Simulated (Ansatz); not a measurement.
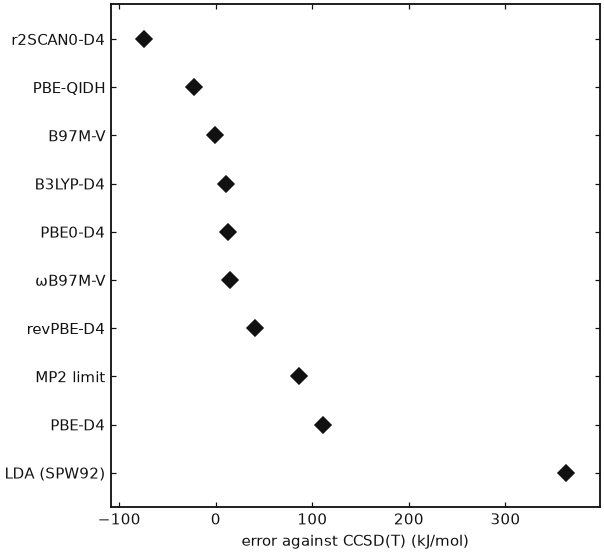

Error in the electronic atomisation energy (method less reference, so positive means overbinding) of CHNO (ynol-type tautomer), SMILES N#CO: functionals in def2-TZVPP against frozen-core CCSD(T) at the limit (scheme: direct), which gives 1706.9 kJ/mol, at a PBE0-D4/def2-TZVP geometry (a minimum by its frequencies), no zero-point or spin-orbit term, the Ansatz code 0.2.0. The reference leaves out core correlation, a term that grows with the number of heavy atoms. PBE-QIDH holds a correlation term that converges slowly with the basis, so part of the distance to the limit is basis error. No dispersion term is added to PBE-QIDH. Limit means the basis limit.

Question: Which of these levels overbind, and which underbind?

Answer: Overbind: revPBE-D4, MP2 limit, PBE-D4 and LDA (SPW92). Underbind: r2SCAN0-D4 and PBE-QIDH. Within 15 kJ/mol of zero, too close to call in view of what the reference leaves out: B97M-V, B3LYP-D4, PBE0-D4 and ωB97M-V.

Question: Give the values.

Answer:
```csv
level,kJ/mol
r2SCAN0-D4,−74.0
PBE-QIDH,−22.4
B97M-V,−0.6
B3LYP-D4,10.6
PBE0-D4,12.3
ωB97M-V,14.3
revPBE-D4,40.7
MP2 limit,86.2
PBE-D4,111.1
LDA (SPW92),362.8
```
